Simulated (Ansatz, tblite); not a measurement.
# GeMeH3 (CH6Ge): charged states by level of theory

What does removing or adding an electron cost or gain for GeMeH3 (CH6Ge)? Each charged state is run at several levels.

The runs use Ansatz 0.2.0, Gaussian basis; as each input shows.

The runs, in order: charge +1 doublet, at the geometry of the singlet (PBE0-D4/def2-TZVP, PBE-D4/def2-TZVP, r2SCAN-D4/def2-TZVP, CCSD(T)/def2-TZVPP); charge -1 doublet, at the geometry of the singlet (PBE0-D4/def2-TZVPD, PBE-D4/def2-TZVPD, r2SCAN-D4/def2-TZVPD, CCSD(T)/def2-TZVPD); the starting singlet's energies come from earlier runs.

## (1) The relaxed structure

The geometry is that of the singlet, from an earlier relaxation (PBE-D4/def2-TZVP).

8 atoms, charge 0, spin multiplicity 1.

Atoms are counted from 1 here; the program's logs count them from 0.

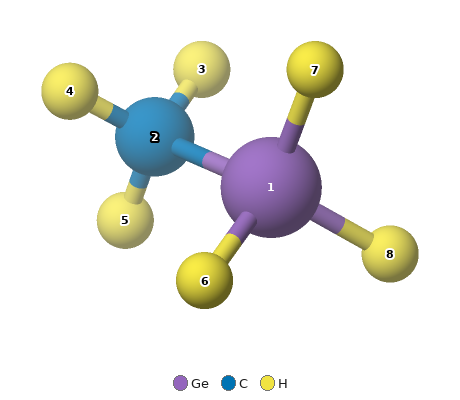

The structure; germanium purple, carbon blue, hydrogen yellow; atoms are numbered from 1 in the order of the file.

## (2) Charge +1 doublet at the fixed geometry, PBE0-D4/def2-TZVP

Input file in.yaml:

```yaml
crystal:
  periodic: [false, false, false]
  atoms:
    - {symbol: Ge, position_ang: [-0.001886, 0.003067, -0.923132]}
    - {symbol: C, position_ang: [0.002150, -0.003485, 1.044504]}
    - {symbol: H, position_ang: [-1.025817, 0.037651, 1.426348]}
    - {symbol: H, position_ang: [0.554039, 0.864966, 1.425854]}
    - {symbol: H, position_ang: [0.480596, -0.916901, 1.419927]}
    - {symbol: H, position_ang: [1.447642, -0.028091, -1.467703]}
    - {symbol: H, position_ang: [-0.699795, 1.277726, -1.458665]}
    - {symbol: H, position_ang: [-0.756929, -1.234924, -1.467133]}
basis:
  gaussian: {orbitals: def2-TZVP}
total_charge: 1
magnetization: {spin_polarized: true, initial_magnetization: 1}
hamiltonian: {xc: pbe0, dispersion: d4}
output: {orbitals: {seedname: orbitals}}
```

On the command line:

```sh
$ ansatz run in.yaml --threads 4 --pin off --events-out ev --progress --plain --max-ram 3916MiB
```

Output:

```text
Functional definition: PBE0
  name "PBE0"
  cite "Adamo & Barone, J. Chem. Phys. 110, 6158 (1999) doi:10.1063/1.478522"
  cite "Perdew, Burke & Ernzerhof, Phys. Rev. Lett. 77, 3865 (1996) doi:10.1103/PhysRevLett.77.3865"
  parent pbe
  parameter a = 0.25
  parameter kappa = 0.804
  parameter beta = 0.06672455060314922
  exchange = (1 - a)*pbe_x(kappa = kappa, mu = beta*pi^2/3) + a*exact_x
  correlation = pbe_c(beta = beta)
845 factors; their error is unknown
mean field evaluation 1: about -57621.0210 eV, gradient 5.1e1 eV
mean field evaluation 2: about -57601.0724 eV, gradient 6.6e1 eV
mean field evaluation 4: about -57632.8932 eV, gradient 4.4e0 eV
mean field evaluation 8: about -57633.0011 eV, gradient 8.3e-1 eV
mean field evaluation 16: about -57633.6432 eV, gradient 1.7e-1 eV
mean field evaluation 32: about -57633.1660 eV, gradient 6.3e0 eV
mean field -57633.64356672 eV, -2117.9973355902 hartree, gradient 1.3e-5 eV, S^2 0.754098; 4 other end points of the search recorded, 0 dependent functions left out
reference -57633.64359378 eV, -2117.9973365846 hartree; 22, 21 occupied and 93, 94 virtual orbitals, 845 factors
Total energy: -57633.70698516 eV, -2117.9996661748 hartree
```

Wall time 3 s (4 threads of Arm Neoverse V2, shared host).

Report: HOMO -15.36 eV, LUMO -13.36 eV (over both spins); ⟨S²⟩ 0.754 (pure: 0.75).

## (3) Charge +1 doublet at the fixed geometry, PBE-D4/def2-TZVP

start.molden holds the orbitals of an earlier run on this state, given as this run's starting guess.

Edit in.yaml of step 2 so:

```diff
@@ -12,6 +12,7 @@
 basis:
-  gaussian: {orbitals: def2-TZVP}
+  gaussian: {orbitals: def2-TZVP, initial_orbitals: start.molden}
 total_charge: 1
 magnetization: {spin_polarized: true, initial_magnetization: 1}
-hamiltonian: {xc: pbe0, dispersion: d4}
+hamiltonian: {xc: pbe, dispersion: d4}
+scf: {omitted_lower_state_checks: [starts]}
 output: {orbitals: {seedname: orbitals}}
```

Same command.

Output:

```text
Functional definition: PBE
  name "PBE"
  cite "Perdew, Burke & Ernzerhof, Phys. Rev. Lett. 77, 3865 (1996) doi:10.1103/PhysRevLett.77.3865"
  parent pbe
  parameter kappa = 0.804
  parameter beta = 0.06672455060314922
  exchange = pbe_x(kappa = kappa, mu = beta*pi^2/3)
  correlation = pbe_c(beta = beta)
these checks for a lower state are left out or cut short: starts
802 factors; their error is unknown
mean field evaluation 1: about -57631.8248 eV, gradient 6.4e0 eV
mean field evaluation 2: about -57631.9104 eV, gradient 1.1e-1 eV
mean field evaluation 4: about -57631.8868 eV, gradient 2.0e-3 eV
mean field evaluation 8: about -57631.9297 eV, gradient 1.6e-1 eV
mean field -57631.92962991 eV, -2117.9343495742 hartree, gradient 9.4e-6 eV, S^2 0.753514; 0 other end points of the search recorded, 0 dependent functions left out
reference -57631.92966586 eV, -2117.9343508954 hartree; 22, 21 occupied and 93, 94 virtual orbitals, 802 factors
Total energy: -57632.00599676 eV, -2117.9371560043 hartree
Checks for a lower state left out: starts
```

Wall time 1.6 s (4 threads of Arm Neoverse V2, shared host).

HOMO -14.26 eV, LUMO -14.27 eV (over both spins; with the spin held, an empty level of the minority spin lies below the top filled one); ⟨S²⟩ 0.754 (pure: 0.75).

## (4) Charge +1 doublet at the fixed geometry, r2SCAN-D4/def2-TZVP

Edit in.yaml of step 3 so:

```diff
@@ -15,3 +15,3 @@
 magnetization: {spin_polarized: true, initial_magnetization: 1}
-hamiltonian: {xc: pbe, dispersion: d4}
+hamiltonian: {xc: r2scan, dispersion: d4}
 scf: {omitted_lower_state_checks: [starts]}
```

Launched as before.

Output:

```text
Functional definition: r2SCAN
  name "r2SCAN"
  cite "Furness, Kaplan, Ning, Perdew & Sun, J. Phys. Chem. Lett. 11, 8208 (2020) doi:10.1021/acs.jpclett.0c02405"
  cite "Furness, Kaplan, Ning, Perdew & Sun, J. Phys. Chem. Lett. 11, 9248 (2020) doi:10.1021/acs.jpclett.0c03077"
  parent r2scan
  parameter k0 = 0.174
  parameter k1 = 0.065
  parameter a1 = 4.9479
  exchange = r2scan_x(k0 = k0, k1 = k1, a1 = a1)
  correlation = r2scan_c
these checks for a lower state are left out or cut short: starts
802 factors; their error is unknown
mean field evaluation 1: about -57641.2962 eV, gradient 4.3e0 eV
mean field evaluation 2: about -57641.3247 eV, gradient 3.7e-2 eV
mean field evaluation 4: about -57641.3039 eV, gradient 1.3e-4 eV
mean field evaluation 8: about -57641.3039 eV, gradient 2.2e-5 eV
mean field -57641.30386644 eV, -2118.2788464126 hartree, gradient 7.6e-6 eV, S^2 0.755303; 0 other end points of the search recorded, 0 dependent functions left out
reference -57641.30387865 eV, -2118.2788468613 hartree; 22, 21 occupied and 93, 94 virtual orbitals, 802 factors
Total energy: -57641.32131521 eV, -2118.2794876432 hartree
Checks for a lower state left out: starts
```

Wall time 3 s (4 threads of Arm Neoverse V2, shared host).

From the report: HOMO -14.46 eV, LUMO -14.08 eV (over both spins); ⟨S²⟩ 0.755 (pure: 0.75).

## (5) Charge +1 doublet at the fixed geometry, CCSD(T)/def2-TZVPP

Edit in.yaml of step 4 so:

```diff
@@ -12,7 +12,7 @@
 basis:
-  gaussian: {orbitals: def2-TZVP, initial_orbitals: start.molden}
+  gaussian: {orbitals: def2-TZVPP, initial_orbitals: start.molden}
 total_charge: 1
 magnetization: {spin_polarized: true, initial_magnetization: 1}
-hamiltonian: {xc: r2scan, dispersion: d4}
-scf: {omitted_lower_state_checks: [starts]}
+correlation: {method: ccsd_t}
+scf: {omitted_lower_state_checks: [starts, cluster_reference]}
 output: {orbitals: {seedname: orbitals}}
```

Same command.

Output:

```text
Functional definition: HF
  name "HF"
  cite "Fock, Z. Phys. 61, 126 (1930) doi:10.1007/BF01340294"
  parent pbe
  exchange = exact_x
  correlation = 0
these checks for a lower state are left out or cut short: starts, cluster_reference
951 factors; integrals over basis functions are off by at most 1.1e-3 eV
mean field evaluation 1: about -57588.3830 eV, gradient 1.9e1 eV
mean field evaluation 2: about -57589.0675 eV, gradient 8.4e-1 eV
mean field evaluation 4: about -57589.0835 eV, gradient 4.4e-2 eV
mean field evaluation 8: about -57589.0835 eV, gradient 1.7e-6 eV
mean field -57589.08346006 eV, -2116.3597818743 hartree, gradient 1.7e-6 eV, S^2 0.760615; 0 other end points of the search recorded, 0 dependent functions left out
10 core orbitals not correlated: weight in the atoms' cores, before any rotation towards them, 1.000 or more for the frozen orbitals, at most 0.000 for the correlated occupied ones
reference -57589.08346006 eV, -2116.3597818743 hartree; 12, 11 occupied and 141, 142 virtual orbitals, 951 factors
second order -11.23503062 eV of doubles, -0.00000000 eV of singles
cycle   1  -11.68774485 eV  change   -4.5e-1 eV  update   8.5e-2
cycle   2  -12.12728324 eV  change   -4.4e-1 eV  update   2.8e-2
cycle   3  -12.18809749 eV  change   -6.1e-2 eV  update   1.4e-2
cycle   4  -12.18519367 eV  change    2.9e-3 eV  update   5.3e-3
cycle   5  -12.18563242 eV  change   -4.4e-4 eV  update   2.3e-3
cycle   6  -12.18560806 eV  change    2.4e-5 eV  update   8.7e-4
cycle   7  -12.18584672 eV  change   -2.4e-4 eV  update   2.9e-4
cycle   8  -12.18590010 eV  change   -5.3e-5 eV  update   9.8e-5
cycle   9  -12.18588711 eV  change    1.3e-5 eV  update   3.4e-5
cycle  10  -12.18587850 eV  change    8.6e-6 eV  update   1.1e-5
perturbative correction -0.38476660 eV, -0.0141399117 hartree
Total energy: -57601.65410516 eV, -2116.8217445611 hartree
Checks for a lower state left out: starts, cluster_reference
```

Run time: 53 s. Hardware: 4 threads of Arm Neoverse V2, shared host; peak memory 3 GiB.

Report: Hartree-Fock HOMO -18.32 eV, LUMO -8.85 eV (over both spins); ⟨S²⟩ 0.761 (pure: 0.75); T1 0.014.

## (6) Vertical ionisation energy

Charged state less starting state, singlet to doublet; the starting state's energies are those of its earlier runs.

Differences are taken before rounding.

| method | vertical ionisation energy (eV) | from CCSD(T)/def2-TZVPP (eV) | time |
| --- | --- | --- | --- |
| HF/def2-TZVPP | 10.28 | -1.04 |  |
| PBE-D4/def2-TZVP | 11.02 | -0.29 | 2.2 s |
| r2SCAN-D4/def2-TZVP | 11.08 | -0.23 | 4.2 s |
| PBE0-D4/def2-TZVP | 11.17 | -0.14 | 3.8 s |
| MP2/def2-TZVPP | 11.41 | +0.10 |  |
| CCSD/def2-TZVPP | 11.26 | -0.06 |  |
| CCSD(T)/def2-TZVPP | 11.31 | 0 | 66 s |

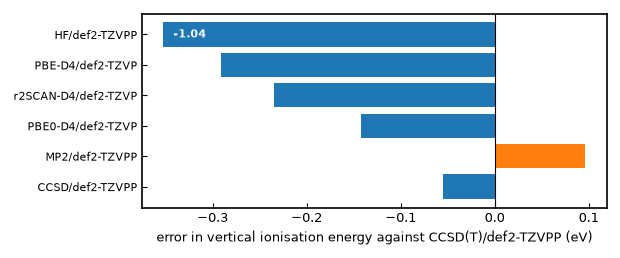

Deviations from CCSD(T)/def2-TZVPP, method by method. Bars with a number in them are cut short.

Times add the two runs; a level without a time comes out of a correlated run.

Beside −ε(HOMO) of the starting state:

| level | −ε(HOMO) (eV) | by difference (eV) | mismatch (eV) |
| --- | --- | --- | --- |
| PBE-D4/def2-TZVP | 7.65 | 11.02 | -3.37 |
| r2SCAN-D4/def2-TZVP | 7.94 | 11.08 | -3.14 |
| PBE0-D4/def2-TZVP | 8.90 | 11.17 | -2.27 |

## (7) Charge -1 doublet at the fixed geometry, PBE0-D4/def2-TZVPD

Edit in.yaml of step 5 so:

```diff
@@ -12,7 +12,6 @@
 basis:
-  gaussian: {orbitals: def2-TZVPP, initial_orbitals: start.molden}
-total_charge: 1
+  gaussian: {orbitals: def2-TZVPD}
+total_charge: -1
 magnetization: {spin_polarized: true, initial_magnetization: 1}
-correlation: {method: ccsd_t}
-scf: {omitted_lower_state_checks: [starts, cluster_reference]}
+hamiltonian: {xc: pbe0, dispersion: d4}
 output: {orbitals: {seedname: orbitals}}
```

Launched as before.

Output:

```text
Functional definition: PBE0
  name "PBE0"
  cite "Adamo & Barone, J. Chem. Phys. 110, 6158 (1999) doi:10.1063/1.478522"
  cite "Perdew, Burke & Ernzerhof, Phys. Rev. Lett. 77, 3865 (1996) doi:10.1103/PhysRevLett.77.3865"
  parent pbe
  parameter a = 0.25
  parameter kappa = 0.804
  parameter beta = 0.06672455060314922
  exchange = (1 - a)*pbe_x(kappa = kappa, mu = beta*pi^2/3) + a*exact_x
  correlation = pbe_c(beta = beta)
906 factors; their error is unknown
mean field evaluation 1: about -57641.1452 eV, gradient 2.4e1 eV
mean field evaluation 2: about -57640.0818 eV, gradient 3.1e1 eV
mean field evaluation 4: about -57643.2783 eV, gradient 7.8e-1 eV
mean field evaluation 8: about -57643.2895 eV, gradient 6.3e-2 eV
mean field evaluation 16: about -57643.5090 eV, gradient 2.3e-3 eV
mean field evaluation 32: about -57643.2725 eV, gradient 2.5e0 eV
mean field -57643.50893622 eV, -2118.3598812324 hartree, gradient 4.8e-6 eV, S^2 0.750417; 5 other end points of the search recorded, 0 dependent functions left out
reference -57643.50897191 eV, -2118.3598825439 hartree; 23, 22 occupied and 122, 123 virtual orbitals, 906 factors
Total energy: -57643.62926784 eV, -2118.3643033380 hartree
```

It took 3.9 s on 4 threads of Arm Neoverse V2, shared host.

From the report: HOMO 2.42 eV, LUMO 3.79 eV (over both spins); ⟨S²⟩ 0.750 (pure: 0.75). Doubts: highest occupied level lies above zero.

## (8) Charge -1 doublet at the fixed geometry, PBE-D4/def2-TZVPD

Edit in.yaml of step 7 so:

```diff
@@ -12,6 +12,7 @@
 basis:
-  gaussian: {orbitals: def2-TZVPD}
+  gaussian: {orbitals: def2-TZVPD, initial_orbitals: start.molden}
 total_charge: -1
 magnetization: {spin_polarized: true, initial_magnetization: 1}
-hamiltonian: {xc: pbe0, dispersion: d4}
+hamiltonian: {xc: pbe, dispersion: d4}
+scf: {omitted_lower_state_checks: [starts]}
 output: {orbitals: {seedname: orbitals}}
```

Launched as before.

Output:

```text
Functional definition: PBE
  name "PBE"
  cite "Perdew, Burke & Ernzerhof, Phys. Rev. Lett. 77, 3865 (1996) doi:10.1103/PhysRevLett.77.3865"
  parent pbe
  parameter kappa = 0.804
  parameter beta = 0.06672455060314922
  exchange = pbe_x(kappa = kappa, mu = beta*pi^2/3)
  correlation = pbe_c(beta = beta)
these checks for a lower state are left out or cut short: starts
853 factors; their error is unknown
mean field evaluation 1: about -57641.7051 eV, gradient 6.4e0 eV
mean field evaluation 2: about -57641.7819 eV, gradient 9.0e-2 eV
mean field evaluation 4: about -57641.7553 eV, gradient 5.7e-3 eV
mean field evaluation 8: about -57641.7553 eV, gradient 1.7e-5 eV
mean field -57641.75528842 eV, -2118.2954358644 hartree, gradient 1.8e-5 eV, S^2 0.750273; 0 other end points of the search recorded, 0 dependent functions left out
reference -57641.75533582 eV, -2118.2954376063 hartree; 23, 22 occupied and 122, 123 virtual orbitals, 853 factors
Total energy: -57641.89974521 eV, -2118.3007445536 hartree
Checks for a lower state left out: starts
```

Run time: 2.2 s. Hardware: 4 threads of Arm Neoverse V2, shared host.

HOMO 2.77 eV, LUMO 3.23 eV (over both spins); ⟨S²⟩ 0.750 (pure: 0.75). Doubts: highest occupied level lies above zero.

## (9) Charge -1 doublet at the fixed geometry, r2SCAN-D4/def2-TZVPD

Edit in.yaml of step 8 so:

```diff
@@ -15,3 +15,3 @@
 magnetization: {spin_polarized: true, initial_magnetization: 1}
-hamiltonian: {xc: pbe, dispersion: d4}
+hamiltonian: {xc: r2scan, dispersion: d4}
 scf: {omitted_lower_state_checks: [starts]}
```

The command is unchanged.

Output:

```text
Functional definition: r2SCAN
  name "r2SCAN"
  cite "Furness, Kaplan, Ning, Perdew & Sun, J. Phys. Chem. Lett. 11, 8208 (2020) doi:10.1021/acs.jpclett.0c02405"
  cite "Furness, Kaplan, Ning, Perdew & Sun, J. Phys. Chem. Lett. 11, 9248 (2020) doi:10.1021/acs.jpclett.0c03077"
  parent r2scan
  parameter k0 = 0.174
  parameter k1 = 0.065
  parameter a1 = 4.9479
  exchange = r2scan_x(k0 = k0, k1 = k1, a1 = a1)
  correlation = r2scan_c
these checks for a lower state are left out or cut short: starts
853 factors; their error is unknown
mean field evaluation 1: about -57651.0862 eV, gradient 4.3e0 eV
mean field evaluation 2: about -57651.1178 eV, gradient 5.2e-2 eV
mean field evaluation 4: about -57651.0968 eV, gradient 3.2e-3 eV
mean field evaluation 8: about -57651.0968 eV, gradient 1.7e-5 eV
mean field -57651.09681340 eV, -2118.6387305754 hartree, gradient 2.0e-5 eV, S^2 0.751088; 0 other end points of the search recorded, 0 dependent functions left out
reference -57651.09683162 eV, -2118.6387312450 hartree; 23, 22 occupied and 122, 123 virtual orbitals, 853 factors
Total energy: -57651.13159720 eV, -2118.6400088565 hartree
Checks for a lower state left out: starts
```

Wall time 4.3 s (4 threads of Arm Neoverse V2, shared host).

HOMO 2.76 eV, LUMO 3.60 eV (over both spins); ⟨S²⟩ 0.751 (pure: 0.75). Doubts: highest occupied level lies above zero.

## (10) Charge -1 doublet at the fixed geometry, CCSD(T)/def2-TZVPD

Edit in.yaml of step 9 so:

```diff
@@ -15,4 +15,4 @@
 magnetization: {spin_polarized: true, initial_magnetization: 1}
-hamiltonian: {xc: r2scan, dispersion: d4}
-scf: {omitted_lower_state_checks: [starts]}
+correlation: {method: ccsd_t}
+scf: {omitted_lower_state_checks: [starts, cluster_reference]}
 output: {orbitals: {seedname: orbitals}}
```

Launched as before.

Output:

```text
Functional definition: HF
  name "HF"
  cite "Fock, Z. Phys. 61, 126 (1930) doi:10.1007/BF01340294"
  parent pbe
  exchange = exact_x
  correlation = 0
these checks for a lower state are left out or cut short: starts, cluster_reference
1033 factors; integrals over basis functions are off by at most 1.0e-3 eV
mean field evaluation 1: about -57596.8043 eV, gradient 1.8e1 eV
mean field evaluation 2: about -57597.3747 eV, gradient 6.9e-1 eV
mean field evaluation 4: about -57597.4156 eV, gradient 5.2e-2 eV
mean field evaluation 8: about -57597.4157 eV, gradient 1.7e-6 eV
a density is far from that of the atoms, so the factors are made again for it
1061 factors; integrals over basis functions are off by at most 9.8e-4 eV
mean field evaluation 16: about -57597.4157 eV, gradient 7.6e-4 eV
mean field -57597.41573791 eV, -2116.6659874377 hartree, gradient 9.1e-6 eV, S^2 0.751366; 1 other end points of the search recorded, 0 dependent functions left out
10 core orbitals not correlated: weight in the atoms' cores, before any rotation towards them, 1.000 or more for the frozen orbitals, at most 0.000 for the correlated occupied ones
reference -57597.41573791 eV, -2116.6659874377 hartree; 13, 12 occupied and 122, 123 virtual orbitals, 1061 factors
second order -12.43440742 eV of doubles, -0.00000000 eV of singles
cycle   1  -12.79175046 eV  change   -3.6e-1 eV  update   9.7e-2
cycle   2  -13.26183433 eV  change   -4.7e-1 eV  update   3.2e-2
cycle   3  -13.31297867 eV  change   -5.1e-2 eV  update   1.8e-2
cycle   4  -13.30238922 eV  change    1.1e-2 eV  update   8.4e-3
cycle   5  -13.29841858 eV  change    4.0e-3 eV  update   4.0e-3
cycle   6  -13.29863725 eV  change   -2.2e-4 eV  update   2.3e-3
cycle   7  -13.29921942 eV  change   -5.8e-4 eV  update   1.5e-3
cycle   8  -13.29978532 eV  change   -5.7e-4 eV  update   1.2e-3
cycle   9  -13.29985996 eV  change   -7.5e-5 eV  update   7.9e-4
cycle  10  -13.29957922 eV  change    2.8e-4 eV  update   3.0e-4
cycle  11  -13.29970480 eV  change   -1.3e-4 eV  update   9.6e-5
cycle  12  -13.29965306 eV  change    5.2e-5 eV  update   3.8e-5
cycle  13  -13.29967379 eV  change   -2.1e-5 eV  update   1.3e-5
perturbative correction -0.48729772 eV, -0.0179078607 hartree
Total energy: -57611.20270942 eV, -2117.1726492954 hartree
Checks for a lower state left out: starts, cluster_reference
```

Run time: 47 s. Hardware: 4 threads of Arm Neoverse V2, shared host; peak memory 2.2 GiB.

From the report: Hartree-Fock HOMO 1.84 eV, LUMO 5.50 eV (over both spins); ⟨S²⟩ 0.751 (pure: 0.75); T1 0.020. Doubts: highest occupied level lies above zero.

## (11) Vertical electron affinity

Starting state less charged state (positive: the electron is bound), singlet to doublet; the starting state's energies are those of its earlier runs.

| method | vertical electron affinity (eV) | from CCSD(T)/def2-TZVPD (eV) | time |
| --- | --- | --- | --- |
| HF/def2-TZVPD | -1.92 | -0.50 |  |
| PBE-D4/def2-TZVPD | -1.14 | +0.28 | 3 s |
| r2SCAN-D4/def2-TZVPD | -1.28 | +0.14 | 5.9 s |
| PBE0-D4/def2-TZVPD | -1.26 | +0.16 | 4.9 s |
| MP2/def2-TZVPD | -1.48 | -0.06 |  |
| CCSD/def2-TZVPD | -1.48 | -0.06 |  |
| CCSD(T)/def2-TZVPD | -1.42 | 0 | 55 s |

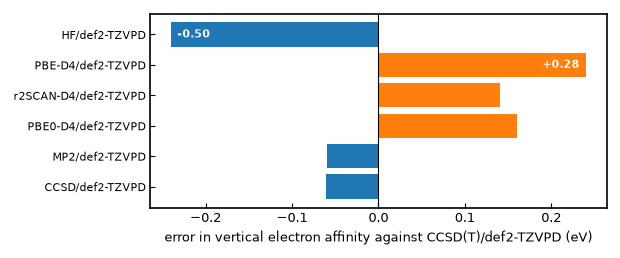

How far each level lands from CCSD(T)/def2-TZVPD. Bars with a number in them are cut short.

Times add the two runs; a level without a time comes out of a correlated run.

Beside −ε(LUMO) of the starting state:

| level | −ε(LUMO) (eV) | by difference (eV) | mismatch (eV) |
| --- | --- | --- | --- |
| PBE-D4/def2-TZVPD | 0.44 | -1.14 | +1.58 |
| r2SCAN-D4/def2-TZVPD | -0.24 | -1.28 | +1.04 |
| PBE0-D4/def2-TZVPD | -0.20 | -1.26 | +1.06 |

## (12) Outcome

| quantity | value |
| --- | --- |
| vertical ionisation energy, functionals in def2-TZVP | 11.02 (PBE-D4) to 11.17 eV (PBE0-D4) |
| vertical ionisation energy, CCSD(T)/def2-TZVPP | 11.31 eV |
| vertical electron affinity, functionals in def2-TZVPD | -1.28 (r2SCAN-D4) to -1.14 eV (PBE-D4) |
| vertical electron affinity, CCSD(T)/def2-TZVPD | -1.42 eV |

In words: The vertical ionisation energy spans 11.02 to 11.17 eV over the functionals, beside 11.31 eV from CCSD(T)/def2-TZVPP. −ε(HOMO) misses the level's own difference by -2.27 eV at best (PBE0-D4) and -3.37 eV at worst (PBE-D4). The reference is CCSD(T) in one finite basis, so it carries an error of its own, often a tenth of an eV or more, and near misses can't be ranked. The vertical electron affinity spans -1.28 to -1.14 eV over the functionals, beside -1.42 eV from CCSD(T)/def2-TZVPD. A negative affinity means an unbound electron, held by the basis alone. −ε(LUMO) misses the level's own difference by +1.04 eV at best (r2SCAN-D4) and +1.58 eV at worst (PBE-D4).
